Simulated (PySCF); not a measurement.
# CH₈F₂Ge₂Si: electronic excitations

Aim: predict the electronic excitations of CH₈F₂Ge₂Si (`F[CH2][Ge@H]([GeH3])[SiH2]F`).

The runs use PySCF 2.14.0, with density-fitted response routines of our own; the level of theory stands in each step. All values are computed, except where a source is named. Atoms are numbered from 0 throughout.

## 1. The starting structure

14 atoms, charge 0, multiplicity 1; geometry from: GFN2-xTB.

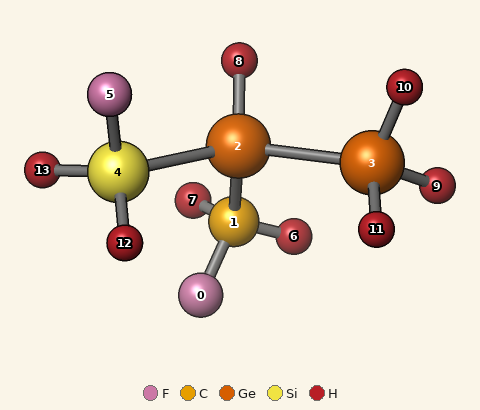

As it starts; fluorine pink, carbon amber, germanium orange, silicon yellow, hydrogen red, atoms numbered.

## 2. Ultraviolet spectrum: wB97X-D/def2-SVPD

The job: settings as JSON, then the geometry in Å.

```
{"job": {"kind": "uv", "xc": "wB97X-D", "basis": "def2-SVPD", "nstates": 8, "ntriplets": 3}, "charge": 0, "multiplicity": 1}
F      0.677307     2.032322     1.093526
C      0.107884     1.924893    -0.169215
Ge     0.040176    -0.035835    -0.577815
Ge    -2.104509    -0.836632     0.160047
Si     2.020973    -0.954230     0.291196
F      2.157343    -2.402001    -0.404246
H     -0.870467     2.406371    -0.112910
H      0.745741     2.498794    -0.844348
H     -0.015907    -0.059221    -2.104735
H     -3.174831     0.217330     0.082337
H     -2.640951    -1.992857    -0.630316
H     -2.132473    -1.299756     1.587889
H      1.955527    -1.245104     1.716295
H      3.233510    -0.254546    -0.109871
```

Method: TDDFT wB97X-D/def2-SVPD, vertical, gas phase, core orbitals frozen in the response.

Run with:

```console
$ OMP_NUM_THREADS=1 python probes_run.py task.json out
```

The driver reads the jobs from task.json and runs them one after another.

The log of the run:

```text
coarse grid: 56800 points
cycle   1  E = -4685.3107018640  dE = -9.623e-01  |g| = 8.107e-01  |ddm| = 4.342e+00
cycle   2  E = -4685.2903109297  dE =  2.039e-02  |g| = 9.542e-01  |ddm| = 1.509e+00
cycle   3  E = -4685.4206375239  dE = -1.303e-01  |g| = 6.859e-02  |ddm| = 6.972e-01
cycle   4  E = -4685.4213957803  dE = -7.583e-04  |g| = 3.303e-02  |ddm| = 1.305e-01
cycle   5  E = -4685.4215550849  dE = -1.593e-04  |g| = 6.138e-03  |ddm| = 4.767e-02
cycle   6  E = -4685.4215650933  dE = -1.001e-05  |g| = 1.141e-03  |ddm| = 1.940e-02
cycle   7  E = -4685.4215656387  dE = -5.454e-07  |g| = 6.116e-04  |ddm| = 3.374e-03
final grid: 115400 points
cycle   8  E = -4685.4208604922  dE = -1.698e-06  |g| = 1.033e-03  |ddm| = 1.005e-02
cycle   9  E = -4685.4208605155  dE = -2.332e-08  |g| = 1.120e-03  |ddm| = 2.157e-03
cycle  10  E = -4685.4208606930  dE = -1.775e-07  |g| = 8.454e-05  |ddm| = 7.552e-04
cycle  11  E = -4685.4208606962  dE = -3.174e-09  |g| = 5.359e-05  |ddm| = 2.344e-04
cycle  12  E = -4685.4208606970  dE = -7.531e-10  |g| = 1.030e-05  |ddm| = 9.352e-05
converged SCF energy = -4685.4208606970

Static polarisability (au): isotropic 105.143, principal 89.819 100.517 125.093

Singlet excitations
state   eV       nm        f      main configurations
  1   6.2880    197.2   0.07705   H->L 0.80
  2   6.7097    184.8   0.03663   H-1->L 0.81, H->L 0.08
  3   7.1357    173.8   0.12036   H-2->L 0.44, H->L+1 0.20, H-1->L+1 0.13
  4   7.2041    172.1   0.19086   H-1->L+1 0.34, H->L+1 0.34
  5   7.2451    171.1   0.11045   H-2->L 0.39, H-1->L+1 0.31, H->L+1 0.15
  6   7.6104    162.9   0.11462   H->L+2 0.37, H->L+3 0.26, H->L+1 0.11
  7   7.6667    161.7   0.00523   H-1->L+2 0.39, H->L+2 0.27, H->L+3 0.10
  8   7.7771    159.4   0.17811   H->L+3 0.49, H-1->L+2 0.17

Triplet excitations (Tamm-Dancoff, eV): 5.6492 6.0557 6.3373
```

Wall time 2.1 min (1 thread of Arm Neoverse N1, shared host); peak memory 1 GiB.

Frontier orbitals and where they lie:

```tsv
orbital	eV	atoms
HOMO−3	-11.66	Ge3 38 %, H9 28 %, H10 11 %
HOMO−2	-10.86	Ge2 28 %, H8 23 %, Ge3 12 %
HOMO−1	-10.20	C1 28 %, Ge2 23 %, F0 15 %
HOMO	-9.97	Ge2 29 %, Ge3 26 %, Si4 14 %
LUMO	0.69	Si4 27 %, Ge2 23 %, Ge3 13 %
LUMO+1	1.29	Ge3 25 %, Ge2 20 %, Si4 15 %
LUMO+2	1.81	Ge2 25 %, Si4 18 %, Ge3 15 %
```

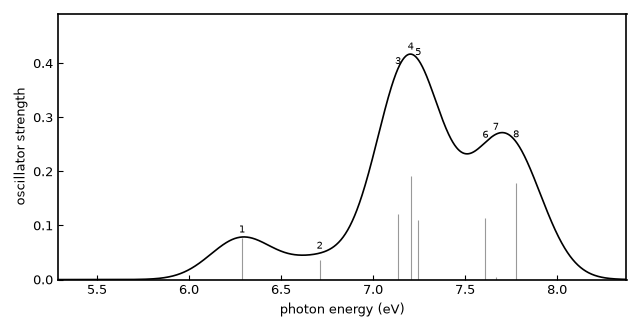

Absorption spectrum from the 8 singlet states computed; above the last one it falls off for lack of states. Lines are broadened to a width of 0.40 eV (Gaussian).

Further results of this job:

```tsv
property	computed
dipole moment (D)	1.57
polarisability (Å³)	15.58
HOMO–LUMO gap (eV)	10.66
−ε(HOMO) (eV)	9.97
```

## 3. Summary of results

| quantity | value |
| --- | --- |
| lowest singlet (wB97X-D/def2-SVPD) | 6.29 eV (197 nm), f = 0.077 |
| brightest single state of those computed | state 4, 7.20 eV, f = 0.191 |
| lowest triplet | 5.65 eV |

In words: The lowest singlet, at 6.29 eV, is HOMO→LUMO 0.80 and is bright; of the 8 states computed, the strongest absorption comes from state 4 at 7.20 eV (the last state computed is bright too, and its partners may lie past the list). The lowest triplet lies 0.64 eV below the lowest singlet (triplets in Tamm-Dancoff, singlets in full TDDFT).
